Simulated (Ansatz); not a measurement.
## Electronic structure of C4GeN4O4 in real space

```xyz
13

Ge    0.0849   -0.0710   -0.0371
N    -0.3788   -0.3473    1.6910
C    -0.1003   -0.0126    2.8329
O     0.0992    0.2537    3.9614
N     1.8703   -0.2869   -0.2086
C     2.8173    0.0406   -0.9081
O     3.7838    0.3062   -1.5240
N    -0.3405    1.6073   -0.5729
C    -1.2939    2.2968   -0.9046
O    -2.1525    3.0304   -1.2347
N    -0.7964   -1.2681   -1.0669
C    -1.4687   -2.2864   -1.0002
O    -2.1244   -3.2628   -1.0280
```

Geometry: PBE-D4/def2-SVP.

Computed with RKS PBE0-D4/def2-TZVP in Ansatz 0.2.0.

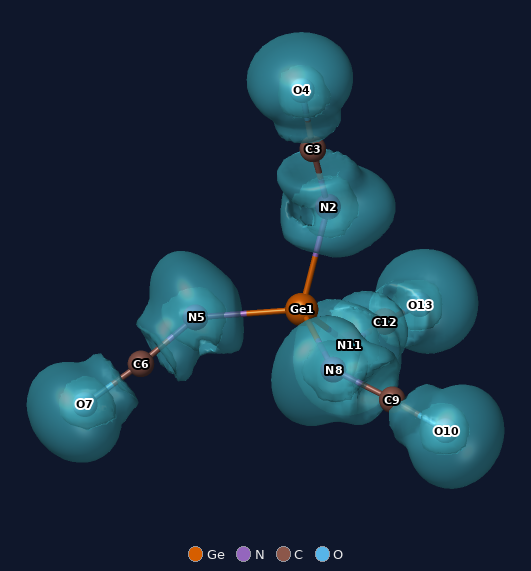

Figure 1. Isosurface of the electron localisation function at 0.75 (cyan), seen at a tilt. Core shells and regions of very low density are left out.

Identify the bonds, lone pairs and shells in this picture.

Answer. The ELF exceeds this value in four regions on N in which the atom's valence shell and bonds are merged and four regions on O in which the atom's valence shell and bonds are merged. Along the contacts the grid gives the following. C–O (1.18 Å): the ELF peaks at about 0.85 between the atoms: a short, multiple covalent bond. C–N (1.22 Å): the ELF peaks at about 0.85 between the atoms (a short, multiple covalent bond).

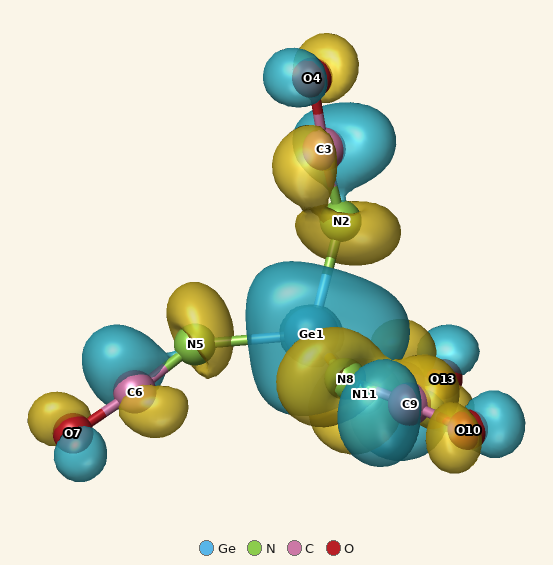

Figure 2. The LUMO at ±0.1 Å⁻³ᐟ² (yellow and cyan are the two phases), seen at a tilt.

Describe this orbital and give its energy.

Answer. By Hirshfeld shares it lies mainly on Ge1 (about 25 %), C9 (about 10 %), N8 (about 10 %), C3 (about 10 %), N2 (about 10 %) and C12 (about 5 %). Its energy is −1.41 eV.

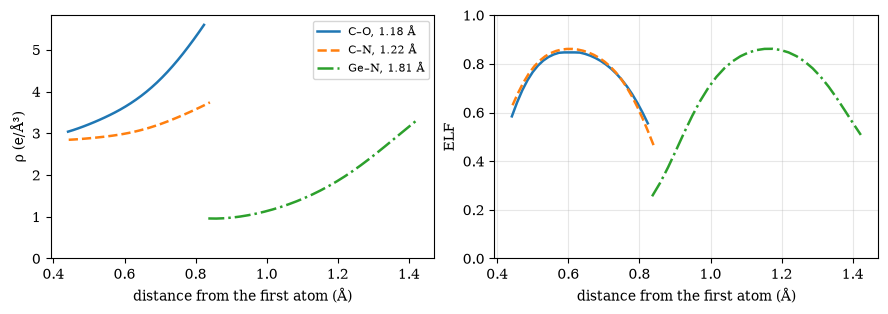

Figure 3. Total electron density and electron localisation function along straight lines between neighbouring atoms. The curves leave out the atomic cores.

Compare the contacts.

Answer. C–O (1.18 Å): ρ at the midpoint is about 3.6 e/Å³; the ELF peaks at about 0.85 between the atoms: a short, multiple covalent bond.
C–N (1.22 Å): ρ is about 3 e/Å³ halfway; the ELF peaks at about 0.85 between the atoms; a multiple bond.
Ge–N (1.81 Å): ρ at the midpoint is about 0.98 e/Å³; the ELF peaks at about 0.85 in the valence shell of N, 0.6 Å from its nucleus, and is about 0.45 at the midpoint.
